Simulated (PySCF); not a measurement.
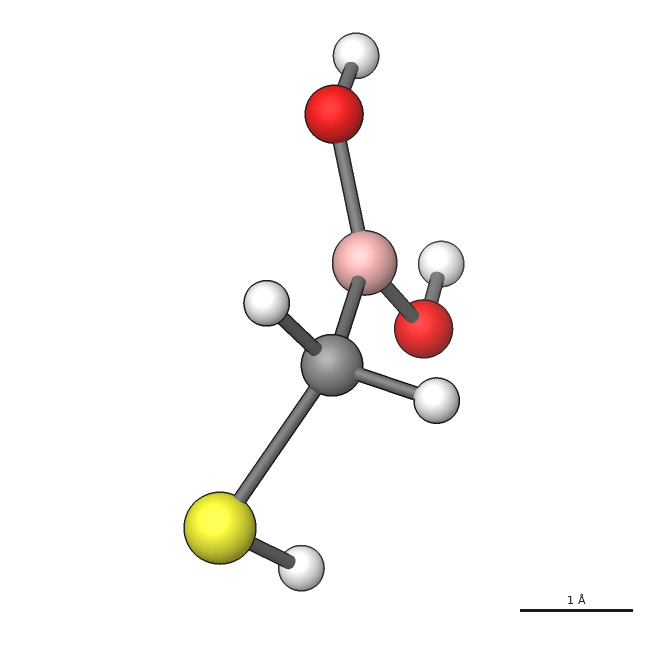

Rendered structure (ball-and-stick style). Colours: oxygen red, boron pink, carbon grey, sulfur yellow, hydrogen white.

Computed geometry: PBE0-D3(BJ)/def2-SVP optimisation. No frequency run is at hand to confirm it as a minimum.

What is the molecular formula?

Answer. CH₅BO₂S, 10 atoms: 1 carbon, 5 hydrogen, 1 boron, 2 oxygen and 1 sulfur.

Does it have rings?

Answer. It has no ring.

Give the symmetry (Schoenflies symbol).

Answer. C1.

More results for the same structure follow; atom numbers are the same in all pictures, views and colours differ.

## Shape

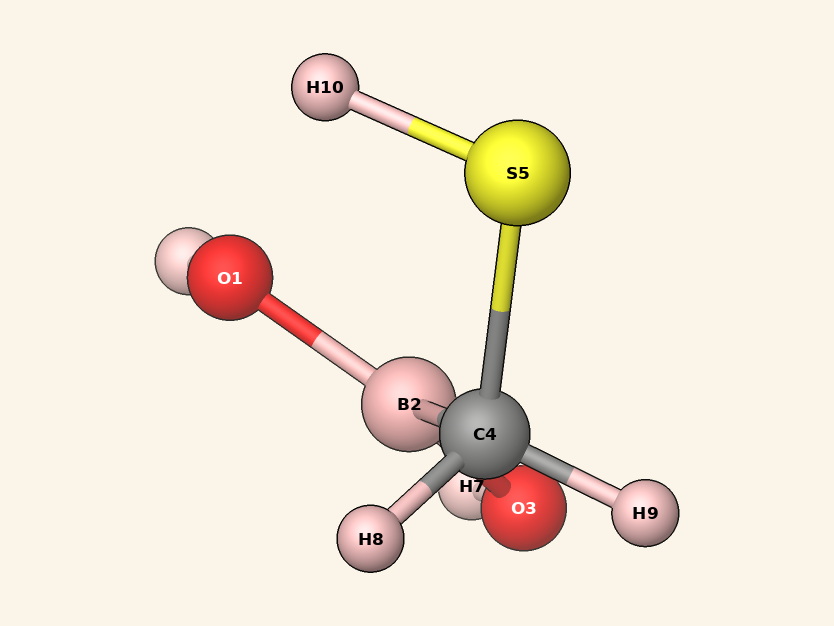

B2 lies behind C4. The molecule seen a little off the C4–B2 bond, C4 in front. Distant atoms are faded towards the background colour. No frequency run is at hand to confirm it as a minimum.

What is the torsion angle S5–C4–B2–O1? The sign is positive where the front bond must turn clockwise to cover the back bond.

Answer. −52°, synclinal (gauche).

## Core levels

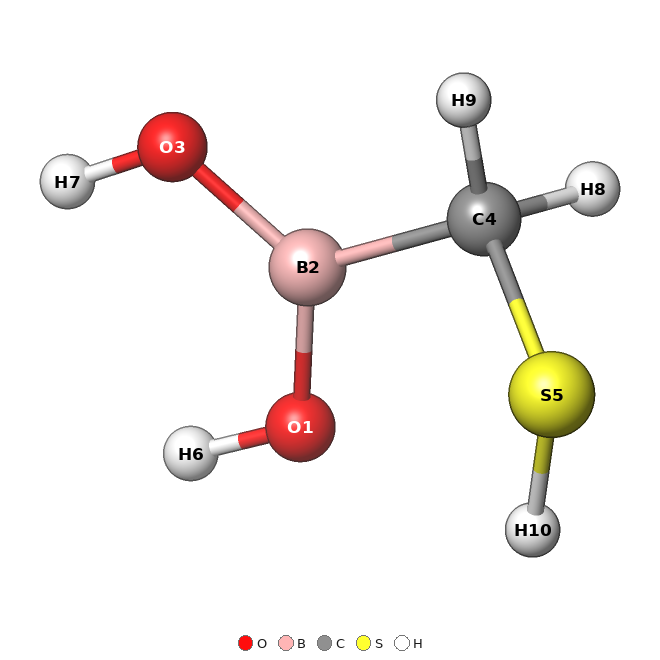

No frequency run is at hand to confirm it as a minimum. Method: delta-SCF UKS SCAN, def2-TZVP on the ionised atom, pcseg-1 elsewhere, spin-free X2C (PySCF 2.14.0).

Give the core-electron binding energies (to vacuum; p and d levels without spin–orbit splitting) of O1 1s, B2 1s, C4 1s, S5 1s, S5 2p.

```
atom  level  binding energy (eV)
  O1     1s                540.2
  B2     1s                197.9
  C4     1s                291.1
  S5     1s               2481.2
  S5     2p                170.0
```

## Dipole moment

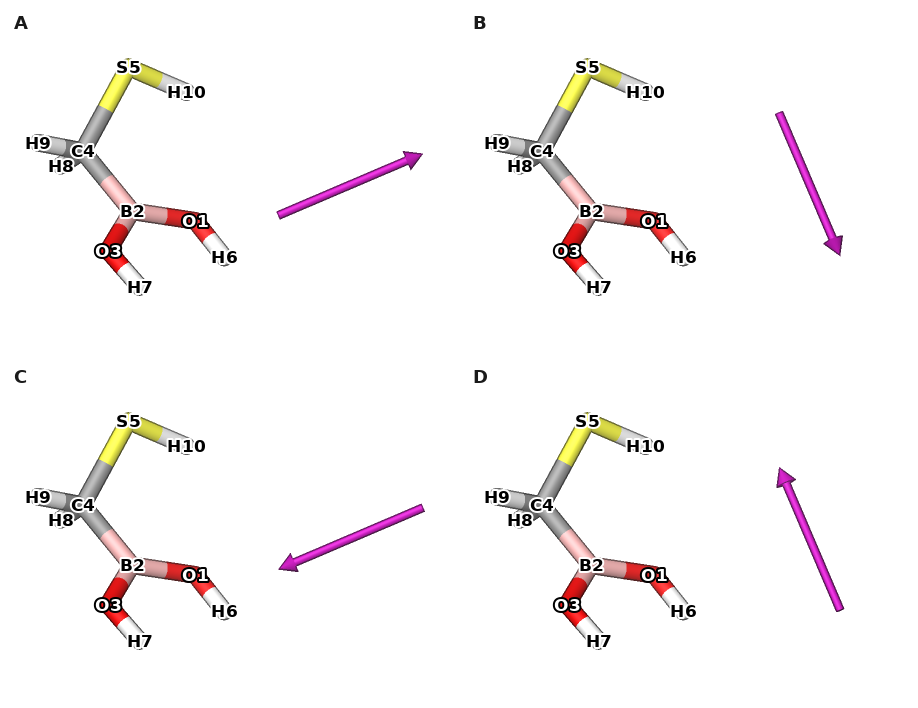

The same molecule four times, each with an arrow. No frequency run is at hand to confirm it as a minimum. Properties computed with CAM-B3LYP/pcSseg-2, gas phase (PySCF 2.14.0).

Which arrow points along the dipole moment, from the negative to the positive end?

Answer. B. The dipole moment is 3.85 D; it points from the side of S5 to the side of H6, H7 (the outermost atoms at the two ends).

## Charges

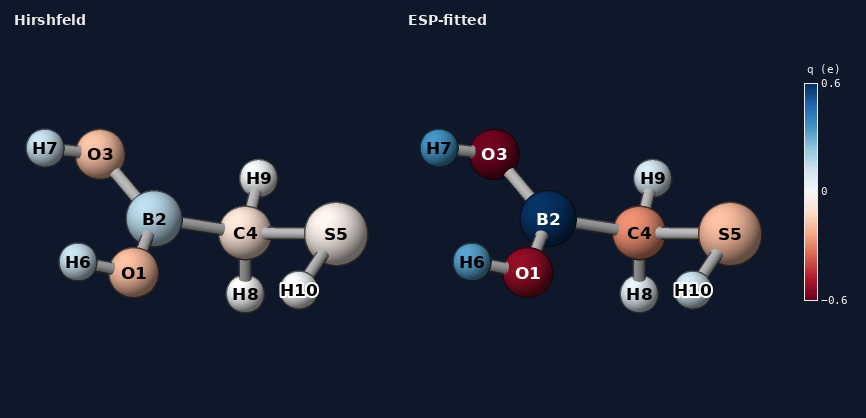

Atomic charges of one calculation by 2 schemes, on one colour scale. No frequency run is at hand to confirm it as a minimum. Level of theory: PBE0/STO-3G (PySCF 2.14.0).

Which scheme gives the most polar picture (largest mean size of the charges)?

Answer. The ESP-fitted charges are the largest in size here.

On which atom do the schemes disagree most?

Answer. On B2 (from 0.17 to 0.59 e).

List the charges (e), one line for each set of equivalent atoms.

```csv
atom,Hirshfeld,ESP-fitted
O1,−0.19,−0.53
B2,0.17,0.59
O3,−0.18,−0.58
C4,−0.09,−0.28
S5,−0.04,−0.19
H6,0.14,0.33
H7,0.14,0.36
H8,0.01,0.07
H9,0.01,0.11
H10,0.02,0.13
```

## NMR shielding

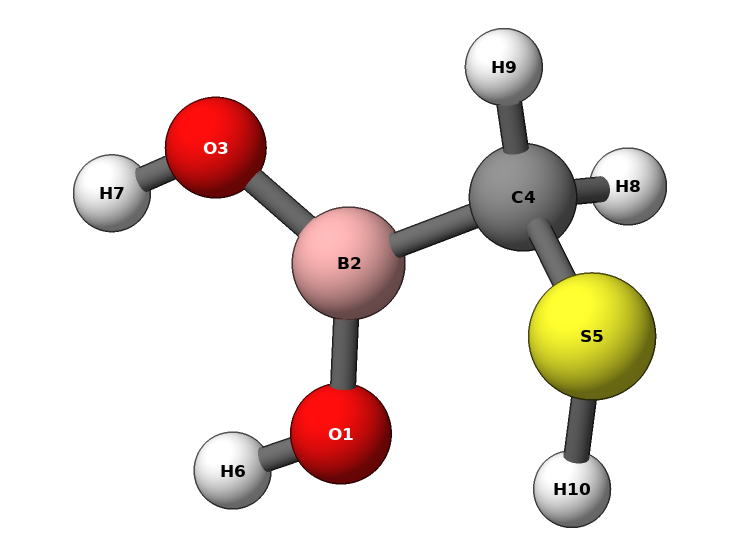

No frequency run is at hand to confirm it as a minimum. Level of theory: GIAO WP04/pcSseg-2 NMR shielding, non-relativistic, gas phase (PySCF 2.14.0). Principal shieldings σ11 ≤ σ22 ≤ σ33, span Ω = σ33 − σ11, skew κ = 3(σiso − σ22)/Ω.

Give the shielding tensors of the S atoms.

```csv
atom,σ11,σ22,σ33,σiso,Ω,κ
S5,418.3,454.9,789.9,554.4,371.6,0.80
```

Shieldings and span in ppm.
